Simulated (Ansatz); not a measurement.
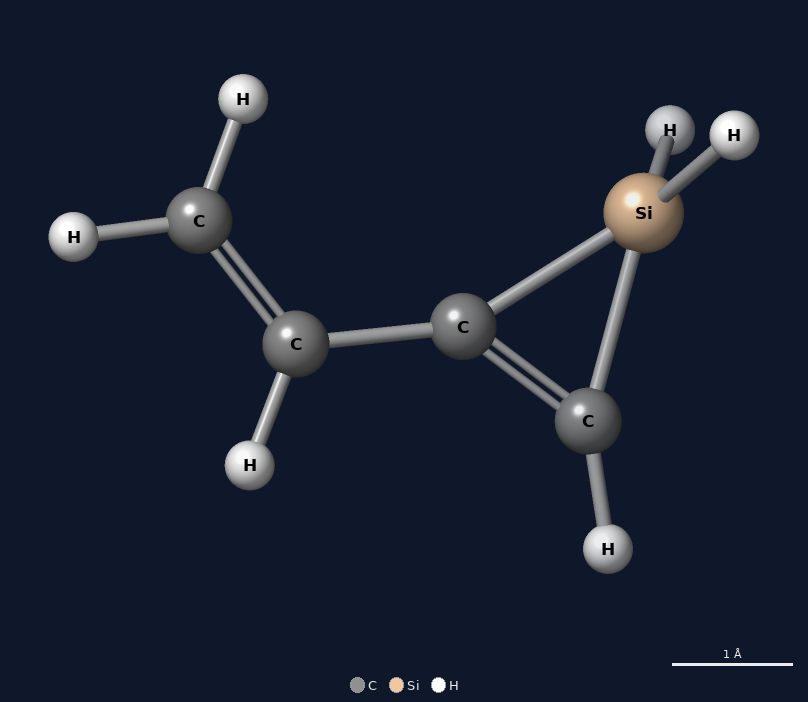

A ball-and-stick model of a molecule. Double and triple bonds are drawn as two and three sticks.

What does the picture show?

Formula C₄H₆Si. As SMILES it reads `C=CC1=C[SiH2]1`. Independent rings (smallest set): 1 of 3 members. Among its groups: alkene, Si–H bond. The point group is Cs. Coordination, clear cases only: 2 C trigonal planar.

More results for the same structure follow; atom numbers are the same in all pictures, views and colours differ. Computed geometry: PBE0-D4/def2-TZVP optimisation.

**Geometry**

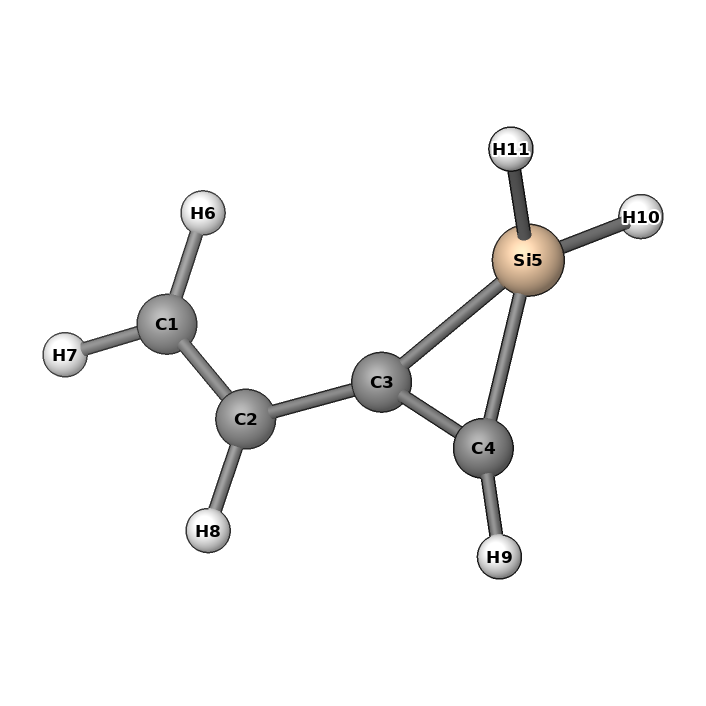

Give the bond lengths.

```csv
bond,length (Å),order
C1–C2,1.331,double
C1–H6,1.085,single
C1–H7,1.083,single
C2–C3,1.442,single
C2–H8,1.089,single
C3–C4,1.338,double
C3–Si5,1.815,single
C4–Si5,1.805,single
C4–H9,1.083,single
Si5–H10,1.483,single
Si5–H11,1.483,single
```

**Thermal motion**

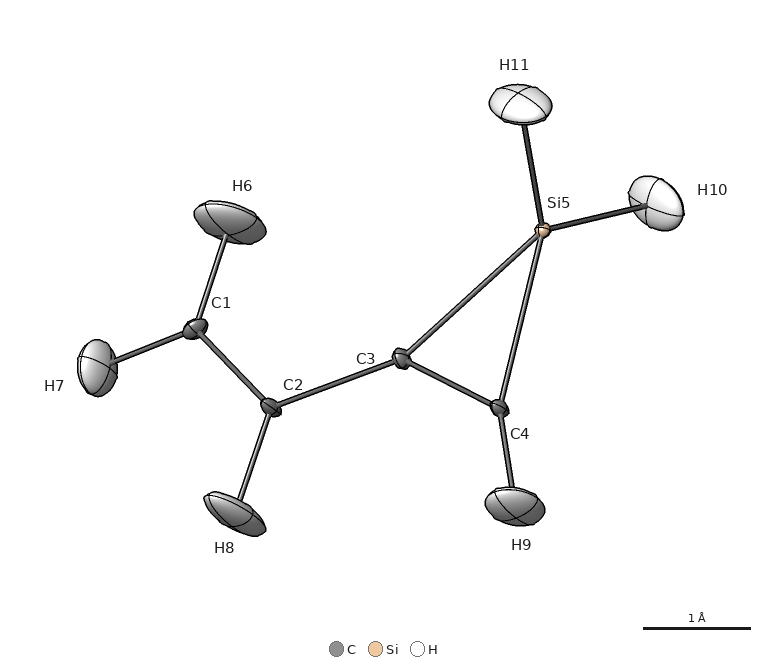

Displacement ellipsoids at the 50 % level, from the internal vibrations of the free molecule (harmonic, no overall translation or rotation; no half-axis is drawn under 0.075 Å). Vibrations computed with RKS PBE0-D4/def2-TZVP (Ansatz 0.2.0). Temperature: 298 K.

**Which atom has the largest mean-square displacement?**

H6, with U_eq = 0.0411 Å².

**Does H8 move more along its bond or across it?**

Across it: the root-mean-square amplitude is 0.081 Å along the bond and up to 0.298 Å across, since bending and torsion are softer than stretching.

List U_eq and the three principal root-mean-square amplitudes for each kind of atom.

```
    atom  U_eq (Å²)   rms amplitudes (Å)
      C1     0.0047  0.030, 0.080, 0.083
      C2     0.0044  0.032, 0.041, 0.102
      C3     0.0038  0.032, 0.065, 0.079
      C4     0.0036  0.035, 0.049, 0.084
     Si5     0.0011  0.020, 0.020, 0.051
      H6     0.0411  0.083, 0.188, 0.285
      H7     0.0236  0.090, 0.171, 0.183
      H8     0.0373  0.080, 0.129, 0.298
      H9     0.0286  0.080, 0.159, 0.233
H10, H11     0.0276  0.088, 0.160, 0.223
```

**Dipole moment**

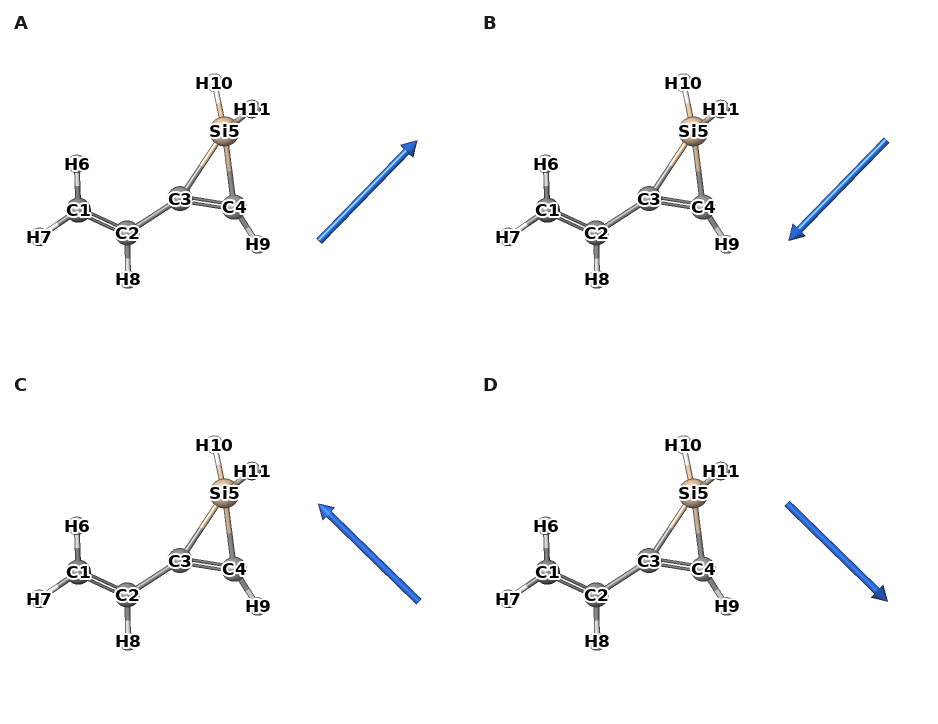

The same molecule four times, each with an arrow. Level of theory: RKS PBE-D4/def2-TZVPP (Ansatz 0.2.0).

**Which arrow points along the dipole moment, from the negative to the positive end?**

B. The dipole moment is 0.79 D; it points from the side of H10, H11 to the side of H7 (the outermost atoms at the two ends).

**Charges**

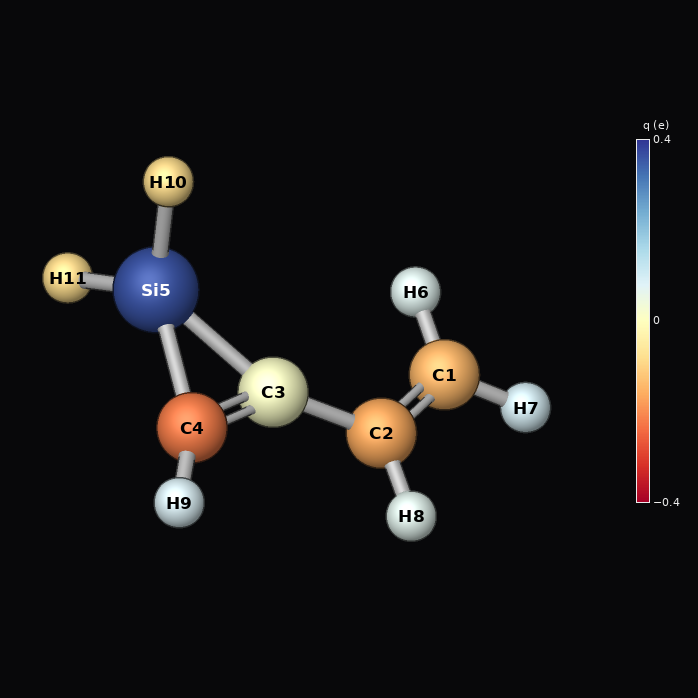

Atoms are coloured by their Mulliken charges. Level of theory: RKS r2SCAN-D4/def2-TZVPP (Ansatz 0.2.0).

**Which atom carries the highest charge (most positive or least negative)?**

Si5 (0.36 e).

**And the lowest?**

C4 (−0.22 e).

List the Mulliken charges.

| atom | value (e) |
| --- | --- |
| C1 | −0.14 |
| C2 | −0.16 |
| C3 | 0.01 |
| C4 | −0.22 |
| Si5 | 0.36 |
| H6 | 0.07 |
| H7 | 0.09 |
| H8 | 0.07 |
| H9 | 0.08 |
| H10 | −0.08 |
| H11 | −0.08 |

Mulliken values depend strongly on the basis set and can even reverse the polarity of a bond.
